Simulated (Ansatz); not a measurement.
# Zn: single points about a listed cell

How do energy, forces, pressure and gap of Zn change under further strains and shifts, swapped elements, distortions that keep the symmetry? Each case is one self-consistent run.

Program: Ansatz 0.2.0. Level of theory: DFT PBEsol, scalar-relativistic, plane waves, PAW. These are calculated values, not measurements.

## (1) The system as given

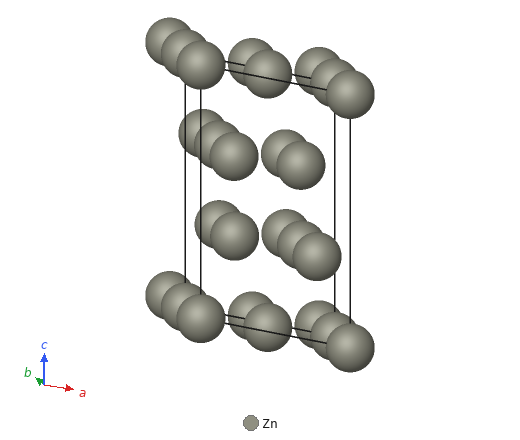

The starting structure, seen slightly off an axis (zinc grey). 1×2×1 cells are drawn. Atoms on the faces are drawn again on the opposite ones. The cell drawn here is the conventional one.

Cell or atoms stand a little off a more symmetric structure (R-3m at a tolerance of 0.3 Å), so results at this geometry aren't those of that ideal crystal.

Coordinates:

```cif
data_structure
_symmetry_space_group_name_H-M 'C2/m'
_symmetry_Int_Tables_number 12
_cell_length_a 4.5363
_cell_length_b 2.6170
_cell_length_c 7.4719
_cell_angle_alpha 90.000
_cell_angle_beta 102.300
_cell_angle_gamma 90.000
_cell_volume 86.67
loop_
_atom_site_label
_atom_site_type_symbol
_atom_site_symmetry_multiplicity
_atom_site_Wyckoff_symbol
_atom_site_fract_x
_atom_site_fract_y
_atom_site_fract_z
_atom_site_occupancy
Zn1 Zn 2 a 0.00000 0.00000 0.00000 1
Zn2 Zn 4 i 0.22198 0.00000 0.66549 1
```

The structure comes from the Materials Project (structure only).

## (2) A change within the space group

What differs from the listed cell: strain xx, yy, zz, yz, xz, xy = -7.7, +2.1, +0.5, +0.0, +2.0, +0.0 %; atoms moved by 0.03 Å root mean square, at most 0.04 Å.

Input file input.yaml:

```yaml
crystal:
  lattice:
    - [2.093770569, -1.3356642852, 0.0464067618]
    - [2.093770569, 1.3356642852, 0.0464067618]
    - [-1.3199631059, 0.0, 7.307555892]
  atoms:
    - { symbol: Zn, position: [0.0, 0.0, 0.0] }
    - { symbol: Zn, position: [0.214963514, 0.214963514, 0.6672040431] }
    - { symbol: Zn, position: [0.785036486, 0.785036486, 0.3327959569] }
basis:
  ecutwfc: 420
kpoints:
  mp_grid: { grid: [18, 18, 6] }
hamiltonian:
  xc: pbesol
scf:
  occupations: { method: gaussian, width: 0.1 }
output:
  forces: true
  stress: true
  eigenvalues: true
  populations: true
```

The run is started by

```
$ ansatz run input.yaml --threads 1 --pin off --max-ram 1331MiB --backend cpu --events-out ev --progress --plain --runs-dir out
```

The program printed, cut to the lines that bear on the results:

```text
Warning: RAYON_NUM_THREADS=1 ignored (pool sized by the plan → 1); use --threads N
[...]
Pseudopotentials: kind: paw
Pseudopotential: Zn, paw, valence charge 12, recommended cutoff 420 eV (normal), Zn.paw.azcp
Functional definition: PBEsol
[...]
Crystal: 3 atoms, lattice volume = 41.036 Å³
Basis set: ecut = 420 eV, 801 PW (Γ), exchange–correlation on 36×36×100 points (8 copies of the dense FFT grid, shifted against one another)
Bands: 22, of which v1, the nominal top of the filled ones, is band 18 counted from 1 (17 counted from 0)
Symmetry: 4 space group operations
Space group: C2/m (ITA 12), of the structure as read, at distance tolerance 3.4e-5 Å
k-points: 524 of 1944
[...]
SCF iter   1: F=—  HF=-9842.555076 eV  |F-HF|=—  |Δ(HF+E_count)|=         —  Δρ=5.96e-3  dr2=8.51e-3  ethr=1.77e-3  ⟨swp⟩=5.4  Hψ=49861  notcnv=0
[...]
SCF iter   7: F=-9842.552661 eV  HF=-9842.552661 eV  |F-HF|=6.72e-8  |Δ(HF+E_count)|=   1.86e-7  Δρ=1.39e-5  dr2=5.85e-8  ethr=2.78e-10  ⟨swp⟩=4.0  Hψ=58388  notcnv=0
[...]
SCF converged after 7 iterations
Free energy (F): -9842.552661 eV
[...]
E sigma→0 (E₀):  -9842.550879 eV
Entropy (-TS):   -0.003565 eV (-1.188 meV/atom)
Fermi energy:    12.427305 eV
[...]
--- Forces (eV/Å), atoms counted from 1 ---
  atom   1  Zn     0.00000000     0.00000000     0.00000000
  atom   2  Zn     0.07670506    -0.00000000    -0.05075797
  atom   3  Zn    -0.07670506     0.00000000     0.05075797
[...]
--- Stress (GPa, compression-positive) ---
       15.528164      -0.000000      -1.250176
       -0.000000       1.465247       0.000000
       -1.250176       0.000000       2.096379
  P = ⅓ Tr σ = 6.3633 GPa (63.633 kbar)
--- Band table (eV; the first three rows and the last of 524) ---
  k-point 0: bands = ["1.2335", "3.0813", "3.0888", "4.2331", "4.3191", "4.3226", "4.3619", "4.8447", "4.8574", "4.8869", "5.1038", "5.1355", "5.2291", "5.2326", "5.2431", "5.2565", "5.3164", "5.3476", "13.7434", "13.7738", "25.7496", "29.6883"]
[...]
--- Löwdin populations: 3 sites ---
  site symbol       q [e]
     0     Zn     11.4378
     1     Zn     11.4429
     2     Zn     11.4429
  spilling = 0.046569 (of n_electrons = 36.000000)
```

Run time: 37 s. Hardware: 1 thread of an Arm CPU, shared host; peak memory 0.59 GiB.

Per atom:

```csv
atom,Löwdin electrons
Zn1,11.44
Zn2,11.44
Zn3,11.44
```

The Löwdin counts miss 1.68 of the 36 electrons, which the atomic orbitals do not span, so they are no charges.

## (3) A distortion of lower symmetry

The change: strain xx, yy, zz, yz, xz, xy = +1.8, +1.7, +3.3, +0.6, -0.4, -0.5 %; atoms moved by 0.10 Å root mean square, at most 0.12 Å.

Input file input.yaml:

```yaml
crystal:
  lattice:
    - [2.3161546985, -1.3416577795, -0.0157467939]
    - [2.3032006771, 1.3192028948, -0.0008562117]
    - [-1.6475644492, 0.0494183195, 7.543789157]
  atoms:
    - { symbol: Zn, position: [0.0, 0.0, 0.0] }
    - { symbol: Zn, position: [0.1818681921, 0.2172596458, 0.6699047089] }
    - { symbol: Zn, position: [0.8181318079, 0.7827403542, 0.3300952911] }
basis:
  ecutwfc: 420
kpoints:
  mp_grid: { grid: [18, 18, 6] }
hamiltonian:
  xc: pbesol
scf:
  occupations: { method: gaussian, width: 0.1 }
output:
  forces: true
  stress: true
  eigenvalues: true
```

The run is started by

```
$ ansatz run input.yaml --threads 1 --pin off --max-ram 1331MiB --backend cpu --events-out ev --progress --plain --runs-dir out
```

The program printed, cut to the lines that bear on the results:

```text
Warning: RAYON_NUM_THREADS=1 ignored (pool sized by the plan → 1); use --threads N
[...]
Pseudopotentials: kind: paw
Pseudopotential: Zn, paw, valence charge 12, recommended cutoff 420 eV (normal), Zn.paw.azcp
Functional definition: PBEsol
[...]
Crystal: 3 atoms, lattice volume = 46.323 Å³
Basis set: ecut = 420 eV, 919 PW (Γ), exchange–correlation on 36×36×108 points (8 copies of the dense FFT grid, shifted against one another)
Bands: 22, of which v1, the nominal top of the filled ones, is band 18 counted from 1 (17 counted from 0)
Symmetry: 2 space group operations
Space group: P-1 (ITA 2), of the structure as read, at distance tolerance 3.6e-5 Å
k-points: 976 of 1944
[...]
SCF iter   1: F=—  HF=-9842.616637 eV  |F-HF|=—  |Δ(HF+E_count)|=         —  Δρ=4.73e-3  dr2=5.91e-3  ethr=1.77e-3  ⟨swp⟩=5.3  Hψ=92921  notcnv=0
[...]
SCF iter   8: F=-9842.614889 eV  HF=-9842.614889 eV  |F-HF|=2.22e-10  |Δ(HF+E_count)|=   5.11e-8  Δρ=1.43e-6  dr2=6.35e-10  ethr=2.78e-10  ⟨swp⟩=4.9  Hψ=87651  notcnv=0
[...]
SCF converged after 8 iterations
Free energy (F): -9842.614889 eV
[...]
E sigma→0 (E₀):  -9842.613154 eV
Entropy (-TS):   -0.003470 eV (-1.157 meV/atom)
Fermi energy:    10.630667 eV
[...]
--- Forces (eV/Å), atoms counted from 1 ---
  atom   1  Zn     0.00000000     0.00000000     0.00000000
  atom   2  Zn     0.07912109    -0.00994528    -0.05662441
  atom   3  Zn    -0.07912109     0.00994528     0.05662441
[...]
--- Stress (GPa, compression-positive) ---
       -6.948545       0.386820       0.239922
        0.386820      -6.436561      -0.373605
        0.239922      -0.373605      -3.393057
  P = ⅓ Tr σ = -5.5927 GPa (-55.927 kbar)
--- Band table (eV; the first three rows and the last of 976) ---
  k-point 0: bands = ["0.3384", "1.9599", "1.9612", "2.7868", "3.0032", "3.0449", "3.0452", "3.0591", "3.0837", "3.1047", "3.4138", "3.4636", "3.5490", "3.5818", "3.5921", "3.6010", "3.8568", "3.9387", "11.9444", "12.0922", "23.5162", "27.1520"]
[...]
```

Wall time 74 s (1 thread of an Arm CPU, shared host); peak memory 0.94 GiB.

## (4) A change within a subgroup

What differs from the listed cell: strain xx, yy, zz, yz, xz, xy = -2.9, -4.1, -2.3, +0.0, +0.9, +0.0 %; atoms moved by 0.25 Å root mean square, at most 0.34 Å.

Input file input.yaml:

```yaml
crystal:
  lattice:
    - [2.202892236, -1.2552577584, 0.0205723035]
    - [2.202892236, 1.2552577584, 0.0205723035]
    - [-1.4796922381, 0.0, 7.1210551018]
  atoms:
    - { symbol: Zn, position: [-0.0214913006, -0.0214913006, -0.01676355] }
    - { symbol: Zn, position: [0.23035842, 0.23035842, 0.6360378388] }
    - { symbol: Zn, position: [0.7911328806, 0.7911328806, 0.3807257111] }
basis:
  ecutwfc: 420
kpoints:
  mp_grid: { grid: [18, 18, 6] }
hamiltonian:
  xc: pbesol
scf:
  occupations: { method: gaussian, width: 0.1 }
output:
  forces: true
  stress: true
  eigenvalues: true
  populations: true
```

The run is started by

```
$ ansatz run input.yaml --threads 1 --pin off --max-ram 1331MiB --backend cpu --events-out ev --progress --plain --runs-dir out
```

The program printed, cut to the lines that bear on the results:

```text
Warning: RAYON_NUM_THREADS=1 ignored (pool sized by the plan → 1); use --threads N
[...]
Pseudopotentials: kind: paw
Pseudopotential: Zn, paw, valence charge 12, recommended cutoff 420 eV (normal), Zn.paw.azcp
Functional definition: PBEsol
[...]
Crystal: 3 atoms, lattice volume = 39.459 Å³
Basis set: ecut = 420 eV, 771 PW (Γ), exchange–correlation on 36×36×100 points (8 copies of the dense FFT grid, shifted against one another)
Bands: 22, of which v1, the nominal top of the filled ones, is band 18 counted from 1 (17 counted from 0)
Symmetry: 2 space group operations
Space group: Cm (ITA 8), of the structure as read, at distance tolerance 3.4e-5 Å
k-points: 524 of 1944 (time reversal used)
[...]
SCF iter   1: F=—  HF=-9841.897848 eV  |F-HF|=—  |Δ(HF+E_count)|=         —  Δρ=6.55e-3  dr2=2.52e-2  ethr=1.77e-3  ⟨swp⟩=5.4  Hψ=50155  notcnv=0
[...]
Free energy (F): -9841.892219 eV
[...]
E sigma→0 (E₀):  -9841.890336 eV
Entropy (-TS):   -0.003765 eV (-1.255 meV/atom)
Fermi energy:    13.140169 eV
[...]
--- Forces (eV/Å), atoms counted from 1 ---
  atom   1  Zn     0.05397894     0.00000000     0.23390261
  atom   2  Zn    -0.34456634     0.00000000     3.05121510
  atom   3  Zn     0.29059189    -0.00000000    -3.28514140
[...]
--- Stress (GPa, compression-positive) ---
       16.483138      -0.000000      -1.698460
       -0.000000      20.140579       0.000000
       -1.698460       0.000000      21.807245
  P = ⅓ Tr σ = 19.4770 GPa (194.770 kbar)
--- Band table (eV; the first three rows and the last of 524) ---
  k-point 0: bands = ["0.8450", "3.1744", "3.5490", "4.5452", "4.6087", "4.6284", "4.6772", "4.8000", "5.2359", "5.3092", "5.3765", "5.4202", "5.6356", "5.6711", "5.7860", "6.0144", "6.0302", "6.3927", "13.9570", "15.7261", "28.8002", "30.6500"]
[...]
--- Löwdin populations: 3 sites ---
  site symbol       q [e]
     0     Zn     11.4107
     1     Zn     11.4330
     2     Zn     11.4115
  spilling = 0.048468 (of n_electrons = 36.000000)
```

It took 73 s on 1 thread of an Arm CPU, shared host; peak memory 0.6 GiB.

Per atom:

```csv
atom,Löwdin electrons
Zn1,11.41
Zn2,11.43
Zn3,11.41
```

The Löwdin counts miss 1.74 of the 36 electrons, which the atomic orbitals do not span, so they are no charges.

## (5) One element swapped, cell strained: Zn → Cu, first probe

The change: Cu takes all sites of Zn, and lengths are scaled by 1.049 as a first guess of the size; strain xx, yy, zz, yz, xz, xy = -1.7, -0.8, +0.3, +0.0, -0.7, +0.0 %; atoms moved by 0.25 Å root mean square, at most 0.31 Å.

Input file input.yaml:

```yaml
crystal:
  lattice:
    - [2.3383362038, -1.3623915267, -0.0172291694]
    - [2.3383362038, 1.3623915267, -0.0172291694]
    - [-1.6964108036, 0.0, 7.6906840552]
  atoms:
    - { symbol: Cu, position: [0.0, 0.0, 0.0] }
    - { symbol: Cu, position: [0.1667149391, 0.1667149391, 0.6829328691] }
    - { symbol: Cu, position: [0.8332850609, 0.8332850609, 0.3170671309] }
basis:
  ecutwfc: 420
kpoints:
  mp_grid: { grid: [8, 8, 4] }
hamiltonian:
  xc: pbesol
scf:
  occupations: { method: gaussian, width: 0.1 }
output:
  forces: true
  stress: true
  eigenvalues: true
```

The run is started by

```
$ ansatz run input.yaml --threads 1 --pin off --max-ram 1331MiB --backend cpu --events-out ev --progress --plain --runs-dir out
```

The program printed, cut to the lines that bear on the results:

```text
Warning: RAYON_NUM_THREADS=1 ignored (pool sized by the plan → 1); use --threads N
[...]
Pseudopotentials: kind: paw
Pseudopotential: Cu, paw, valence charge 19, recommended cutoff 420 eV (normal), Cu.paw.azcp
Functional definition: PBEsol
[...]
Crystal: 3 atoms, lattice volume = 48.921 Å³
Basis set: ecut = 420 eV, 963 PW (Γ), exchange–correlation on 40×40×108 points (8 copies of the dense FFT grid, shifted against one another)
Bands: 35, of which v1, the nominal top of the filled ones, is band 29 counted from 1 (28 counted from 0)
Symmetry: 4 space group operations
Space group: C2/m (ITA 12), of the structure as read, at distance tolerance 3.7e-5 Å
k-points: 78 of 256
[...]
SCF iter   1: F=—  HF=-19764.598555 eV  |F-HF|=—  |Δ(HF+E_count)|=         —  Δρ=2.22e-2  dr2=1.39e-1  ethr=1.77e-3  ⟨swp⟩=5.5  Hψ=9167  notcnv=0  defer=25
[...]
SCF iter   8: F=-19764.572263 eV  HF=-19764.572264 eV  |F-HF|=1.09e-7  |Δ(HF+E_count)|=   1.95e-8  Δρ=1.28e-5  dr2=9.16e-8  ethr=1.75e-10  ⟨swp⟩=7.5  Hψ=10839  notcnv=0
[...]
SCF converged after 8 iterations
Free energy (F): -19764.572263 eV
[...]
E sigma→0 (E₀):  -19764.566534 eV
Entropy (-TS):   -0.011459 eV (-3.820 meV/atom)
Fermi energy:    10.728389 eV
[...]
--- Forces (eV/Å), atoms counted from 1 ---
  atom   1  Cu     0.00000000     0.00000000     0.00000000
  atom   2  Cu     0.04975603    -0.00000000     0.21801475
  atom   3  Cu    -0.04975603     0.00000000    -0.21801475
[...]
--- Stress (GPa, compression-positive) ---
      -21.858827      -0.000000       0.038185
       -0.000000     -21.095818       0.000000
        0.038185       0.000000     -23.116361
  P = ⅓ Tr σ = -22.0237 GPa (-220.237 kbar)
--- Band table (eV; the first three rows and the last of 78) ---
[...]
```

Wall time 6.6 s (1 thread of an Arm CPU, shared host); peak memory 0.37 GiB.

## (6) Substitution of an element, cell strained: Zn → Cu

Changes to input.yaml since step 5:

```diff
@@ -12,3 +12,3 @@
 kpoints:
-  mp_grid: { grid: [8, 8, 4] }
+  mp_grid: { grid: [18, 18, 6] }
 hamiltonian:
```

The run is started by

```
$ ansatz run input.yaml --threads 1 --pin off --max-ram 1331MiB --backend cpu --events-out ev --progress --plain --runs-dir out
```

The program printed, cut to the lines that bear on the results:

```text
Warning: RAYON_NUM_THREADS=1 ignored (pool sized by the plan → 1); use --threads N
[...]
Pseudopotentials: kind: paw
Pseudopotential: Cu, paw, valence charge 19, recommended cutoff 420 eV (normal), Cu.paw.azcp
Functional definition: PBEsol
[...]
Crystal: 3 atoms, lattice volume = 48.921 Å³
Basis set: ecut = 420 eV, 963 PW (Γ), exchange–correlation on 40×40×108 points (8 copies of the dense FFT grid, shifted against one another)
Bands: 35, of which v1, the nominal top of the filled ones, is band 29 counted from 1 (28 counted from 0)
Symmetry: 4 space group operations
Space group: C2/m (ITA 12), of the structure as read, at distance tolerance 3.7e-5 Å
k-points: 524 of 1944
[...]
SCF iter   1: F=—  HF=-19764.640733 eV  |F-HF|=—  |Δ(HF+E_count)|=         —  Δρ=2.16e-2  dr2=1.32e-1  ethr=1.77e-3  ⟨swp⟩=5.5  Hψ=61258  notcnv=0  defer=157
[...]
SCF iter   9: F=-19764.615526 eV  HF=-19764.615526 eV  |F-HF|=1.59e-9  |Δ(HF+E_count)|=   9.07e-9  Δρ=2.01e-6  dr2=3.30e-9  ethr=1.75e-10  ⟨swp⟩=6.9  Hψ=59917  notcnv=0
[...]
SCF converged after 9 iterations
Free energy (F): -19764.615526 eV
[...]
E sigma→0 (E₀):  -19764.611838 eV
Entropy (-TS):   -0.007376 eV (-2.459 meV/atom)
Fermi energy:    10.681372 eV
[...]
--- Forces (eV/Å), atoms counted from 1 ---
  atom   1  Cu     0.00000000     0.00000000     0.00000000
  atom   2  Cu     0.05259405    -0.00000000     0.18965869
  atom   3  Cu    -0.05259405     0.00000000    -0.18965869
[...]
--- Stress (GPa, compression-positive) ---
      -21.405846      -0.000000      -0.381642
       -0.000000     -21.620368       0.000000
       -0.381642       0.000000     -23.455356
  P = ⅓ Tr σ = -22.1605 GPa (-221.605 kbar)
--- Band table (eV; the first three rows and the last of 524) ---
[...]
```

Wall time 47 s (1 thread of an Arm CPU, shared host); peak memory 0.8 GiB.

## (7) Summary of results

| step | case | energy (meV/atom) | pressure (GPa) | largest force (eV/Å) | gap on the mesh (eV) |
| --- | --- | --- | --- | --- | --- |
| 2 | a change within the space group | +0.0 | 6.4 | 0.09 | 0.00 |
| 3 | a distortion of lower symmetry | -20.8 | -5.6 | 0.10 | 0.00 |
| 4 | a change within a subgroup | +220.2 | 19.5 | 3.30 | 0.00 |
| 6 | substitution of an element, cell strained: Zn → Cu | n/a | -22.2 | 0.20 | 0.00 |

Energies are counted from step 2, with the smearing taken to zero. Other atoms or functionals have another zero of energy (n/a). A gap of 0.00 means none on the mesh at this level.

In words: Among the distorted cells of the listed formula and level the largest force, 3.30 eV/Å, acts on Zn3 in step 4. The distorted cells of the listed formula and level show no gap on the mesh.
